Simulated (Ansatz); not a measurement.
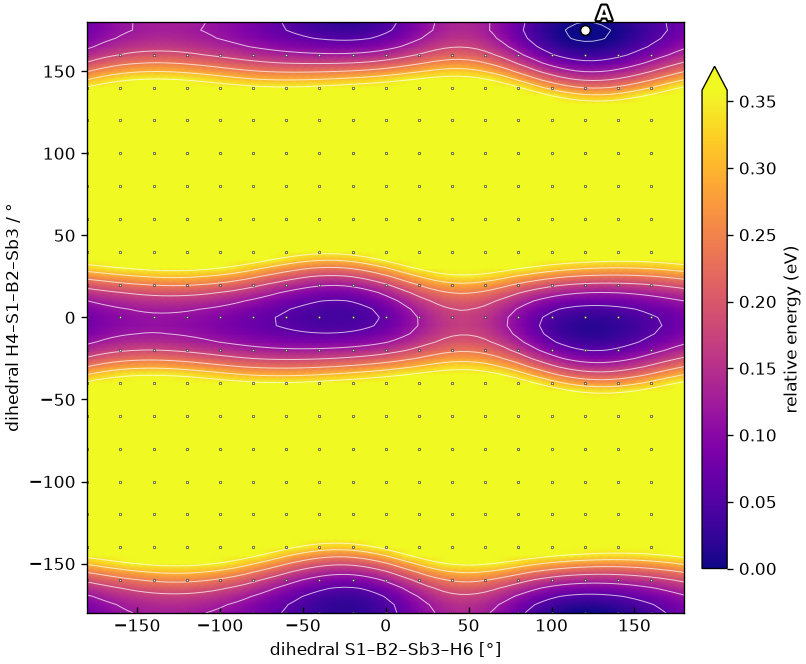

BH₄SSb, SMILES S[BH][SbH2]. First axis: dihedral S1–B2–Sb3–H6. Second axis: dihedral H4–S1–B2–Sb3. Nothing is relaxed (all other coordinates rigid). The grid has 18 × 18 points. Points are written as (first, second). Energies: eV, counted from the lowest grid point. Computed with RKS SPW92 (LDA)/def2-SVP (Ansatz).

Drawn: a smooth colour map with a few white contour lines, dots at the grid points, one colour for all values above the top of the scale, the point A. Between grid points the surface is interpolated.

### What is the easiest way out of the well at A, and how high is the barrier?

The easiest path leads from the well at about (120°, 175°) to the well at about (−25°, −180°), about 0.029 eV higher (on a rigid scan; wells that are mirror images or exchange like atoms can differ by this much). Its highest point lies about 0.15 eV above the bottom of the first well on the interpolated surface, at about (45°, 180°). Seen from the upper well the barrier is about 0.12 eV. The start is the relaxed structure and all else is held, so a fully relaxed path at this level can only be lower.

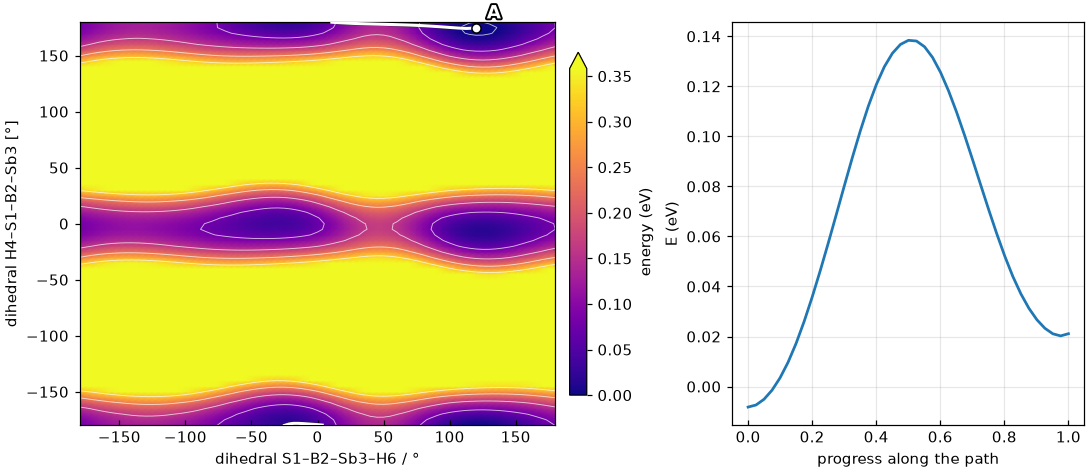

The picture shows a smooth colour map with a few white contour lines, a line along the lowest path, one colour for all values above the top of the scale, the energy along the path at the right. Between grid points the surface is interpolated.
